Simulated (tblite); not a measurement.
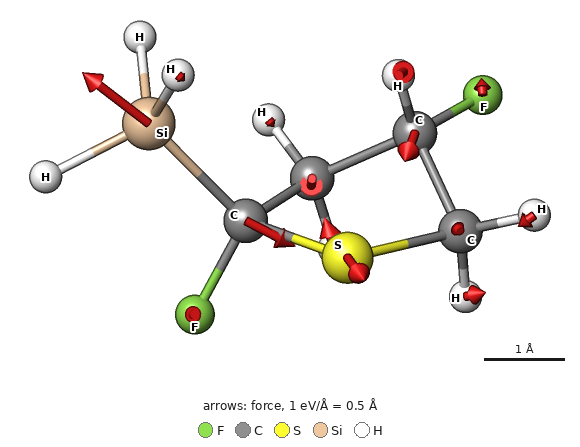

Starting geometry of C4H8F2SSi with the computed forces as red arrows. The picture is a ball-and-stick view, seen from a free direction.

Method: tblite 0.8.0, GFN2-xTB geometry optimisation, gas phase. 

Q: Is this structure relaxed? If not, where do the atoms go?

A: It isn't relaxed: the largest force vector, on the Si atom, is 2.27 eV/Å. The final displacements have little in common with the starting forces (cosine between the two patterns 0.10). After 106 geometry steps the energy has fallen by 11.6 kcal/mol. The largest move after the best rigid fit is that of an H atom, 1.15 Å. Largest moves by element: H 1.15 Å, F 0.51 Å, S 0.31 Å, C 0.19 Å, Si 0.11 Å. Some distances before and after: C–Si 1.847 → 1.927 Å, C–H 1.123 → 1.094 Å, C–S 1.822 → 1.848 Å, C–F 1.354 → 1.375 Å. Among the angles between lasting bonds that change: C–Si–H 114.8° → 105.4°, F–C–H 113.6° → 106.5°, C–C–S 97.3° → 103.7°. Groups turn about C–Si by about 55°. The run took 1.3 s on 1 thread of Arm Neoverse N1, on a shared host.
